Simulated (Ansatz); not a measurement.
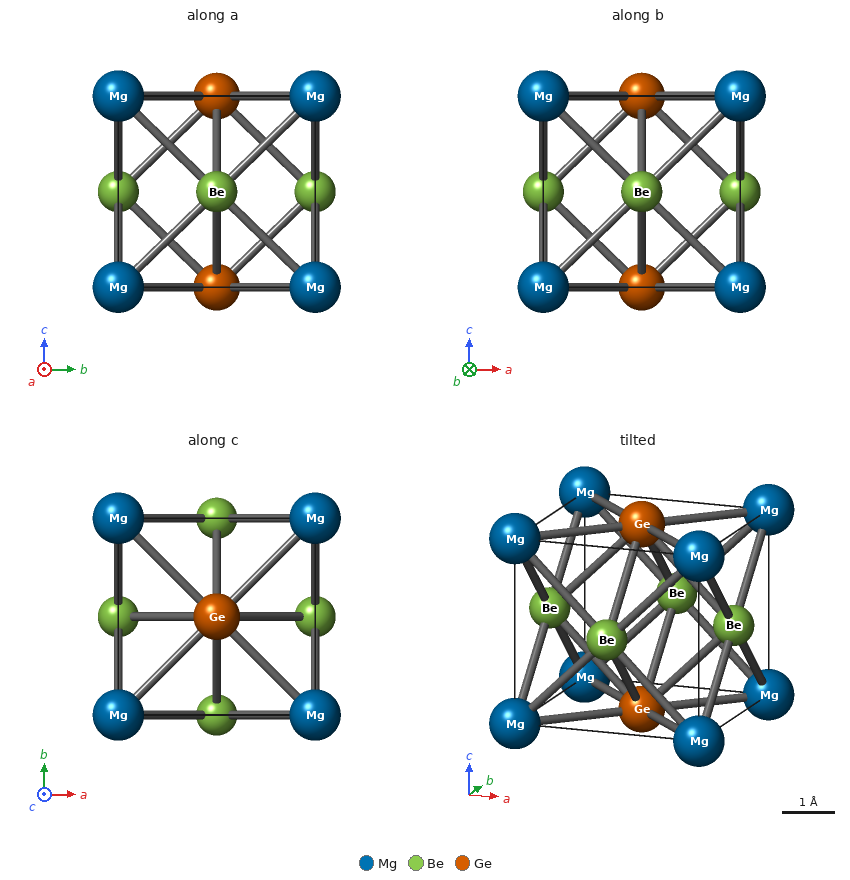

The structure above is drawn in ball-and-stick style and viewed along the a axis, along the b axis, along the c axis and slightly off an axis. The frame is the conventional unit cell; atoms at its boundary are shown with their periodic copies.

Lattice parameters: a = 3.819 Å, b = 3.819 Å, c = 3.710 Å, α = 90.00°, β = 90.00°, γ = 90.00°. Put a along x and b in the xy plane.

### Record the structure as a POSCAR file.

```
Mg Be Ge
1.0
     3.819    0.000    0.000
     0.000    3.819    0.000
     0.000    0.000    3.710
Mg Be Ge
1 2 1
Direct
  0.0000 0.0000 0.0000
  0.5000 0.0000 0.5000
  0.0000 0.5000 0.5000
  0.5000 0.5000 0.0000
```

Starting structure: a structure type filled with these elements by a generator (whether the compound takes this form wasn't checked). The geometry was optimised with Ansatz 0.2.0, DFT PBE, scalar-relativistic, plane waves, PAW.
